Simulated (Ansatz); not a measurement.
# TePd (P6_3/mmc): a Bloch–Grüneisen fit of the computed resistivity

Can the computed ρ(T) of TePd (P6_3/mmc) be held by the Bloch–Grüneisen form, and does the fit predict a row it has not seen?

The resistivities were computed with Ansatz 0.2.0 (DFT PBEsol, scalar-relativistic, plane waves, PAW; PAW set soft_1) from the linearised Boltzmann equation with harmonic phonons, on q 3×3×2, k 15×15×10, scattering 24×24×12; the fit below is done by hand on them.

**1. What is given**

The structure is hexagonal, space group P6_3/mmc (No. 194). Conventional cell: a = 4.157 Å, b = 4.157 Å, c = 5.612 Å, α = 90.00°, β = 90.00°, γ = 120.00°. Te on site c is surrounded by 6 Pd at 2.78 Å. Around Pd on site a lie 6 Te at 2.78 Å and 2 Pd at 2.81 Å.

This is the relaxed cell of the run, from steps not shown here.

The mean resistivity of the three axes from 50 to 800 K, with one row held back; the colder rows stay outside the fit and test it at the end:

| T (K) | ρ (μΩ cm) |
| --- | --- |
| 50 | 2.270 |
| 80 | 5.082 |
| 100 | 6.917 |
| 150 | 11.26 |
| 200 | 15.36 |
| 273 | 21.02 |
| 300 | 23.05 |
| 400 | 30.33 |
| 500 | ? |
| 600 | 44.24 |
| 800 | 57.73 |

**2. Model and fit**

Bloch and Grüneisen's form is ρ(T) = A (T/Θ)⁵ J₅(Θ/T), with J₅(z) the integral of x⁵/((eˣ − 1)(1 − e⁻ˣ)) from 0 to z. It goes as T⁵ far below Θ and as A T/(4Θ) far above. For a trial Θ the best A is the geometric mean of ρ/[(T/Θ)⁵ J₅] over the rows, and the scatter of that ratio measures the fit:

| Θ (K) | A (μΩ cm) | scatter (%) |
| --- | --- | --- |
| 94 | 27.22 | 10.0 |
| 126 | 37.52 | 6.1 |
| 142 | 43.00 | 4.2 |
| 158 | 48.73 | 3.1 |
| 174 | 54.74 | 4.2 |
| 198 | 64.34 | 8.2 |
| 236 | 81.20 | 15.9 |

The scatter is least at Θ = 158 K, with A = 48.73 μΩ cm (3.1 % r.m.s.).

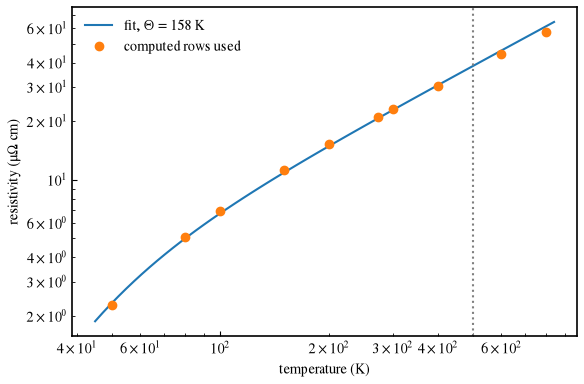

The fit through the rows used; the dotted line marks the temperature held back.

**3. The row held back**

At T = 500 K, Θ/T = 0.316, J₅ = 0.002479 and (T/Θ)⁵ = 317.4, so the fit gives 38.34 μΩ cm. The computed value is 37.37 μΩ cm: the fit is off by +2.59 %. Outside its range, at 20 K, it gives 0.159 against 0.186 μΩ cm computed, 0.85 times that; at that temperature the run's own test moves by 7 % between meshes in the component that moves most. Among the rows used, the largest miss is +6.6 %, at 800 K.

**4. What the two numbers mean**

Θ = 158 K is 1.41 times ħω_log/k_B (112 K) and 0.56 of the highest phonon frequency (282 K). The high-temperature slope of the fit, A/(4Θ), is 0.0771 μΩ cm/K. The same slope from the run's transport coupling and plasma energy, 2π k_B λ_tr/(ħ ε₀ ω_p²) with λ_tr = 0.643, 0.643, 0.697 (xx, yy, zz) and ħω_p = 5.33, 5.33, 6.68 (xx, yy, zz) eV, is 0.0818 μΩ cm/K in the mean of the axes, +6.1 % from it. For comparison, the computed rows rise by 0.0674 μΩ cm/K between the two hottest.

**5. Results**

```json
{"Θ": "158 K", "A": "48.73 μΩ cm", "scatter of the fit": "3.1 %", "held-back row at 500 K, fit against computed": "38.34 against 37.37 μΩ cm"}
```

Two numbers, Θ = 158 K and A = 48.7 μΩ cm, hold the computed ρ(T) from 50 to 800 K within 3.13 % r.m.s. and predict the held-back row within 2.59 %. The misses are not random: the largest is +6.6 %, at 800 K. By the run's own test the resistivity at 300 K moves by 7 % between its two finest scattering meshes, in the component that moves most. The mean hides an anisotropy: at 300 K the components are 25.9, 25.9, 17.4 (xx, yy, zz) μΩ cm. The fit describes the calculation: impurities, thermal expansion, changes of phase and anharmonicity are in neither.

[Logs are printed without paths, hosts, clocks, repeated set-up lines and the standing remarks that a program may print on its own settings, such as how far it seeks lower states.]

[Hosts, paths, dates, database ids (printed as entryN), source tags and the programs' standing remarks are cut or masked in the printed files.]
